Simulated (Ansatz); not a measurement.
**How methods differ on AsH3 (arsine)**

AsH3 has 4 atoms, charge 0, and is taken as a singlet. As SMILES, `[AsH3]`. The coordinates come from a PBE0-D4/def2-TZVP relaxation.

```xyz
4

As   -0.2158    0.4876   -0.3460
H     0.3499    0.6303    1.0594
H    -1.0680   -0.7055    0.0611
H     0.9339   -0.4125   -0.7745
```

Quantity: the energy change with the As1–H4 bond stretched from 1.522 to 3.804 Å, in eV. The values are calculated.

```tsv
level	kind	program	value (eV)	CPU time (all runs)
HF/STO-3G (restricted)	Hartree–Fock	Ansatz	9.55	1.5 s
SVWN5/STO-3G (restricted)	LDA	Ansatz	6.65	0.91 s
revPBE/STO-3G (restricted)	GGA	Ansatz	6.23	1.7 s
B3LYP/STO-3G (restricted)	global hybrid	Ansatz	6.93	1.3 s
r2SCAN0/STO-3G (restricted)	hybrid meta-GGA	Ansatz	7.49	2.5 s
wB97X/STO-3G (restricted)	range-separated hybrid	Ansatz	8.28	5.4 s
B2PLYP/STO-3G (restricted)	double hybrid	Ansatz	5.90	1.6 s
MP2/STO-3G (restricted)	perturbation theory	Ansatz	5.17	0.28 s
CCSD/STO-3G (restricted)	coupled cluster or CI	Ansatz	4.08	0.34 s
CCSDTQ/STO-3G (restricted)	coupled cluster or CI	Ansatz	4.09	9.6 s
```

All-electron rows without a relativistic Hamiltonian named are non-relativistic. The first shape isn't each level's own minimum. The values span 4.08 to 9.55 eV. All rows use very small basis sets, so even the best lies far from the true value. In the correlated wave-function rows the outer d shell of As is correlated, in sets not made for it. CPU times are rough (shared hosts, several kinds of processor): they show what a rung costs within a factor of a few.

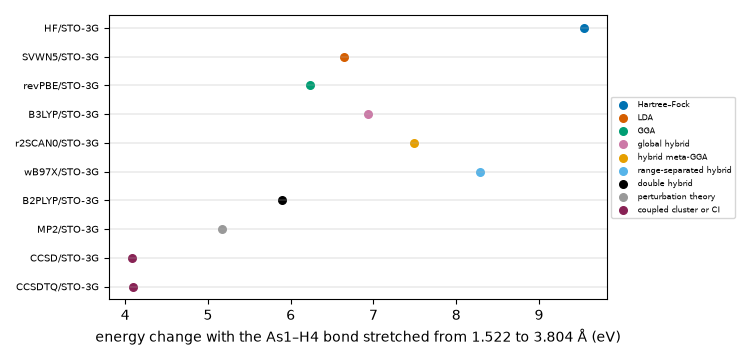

The values of the table, level by level.
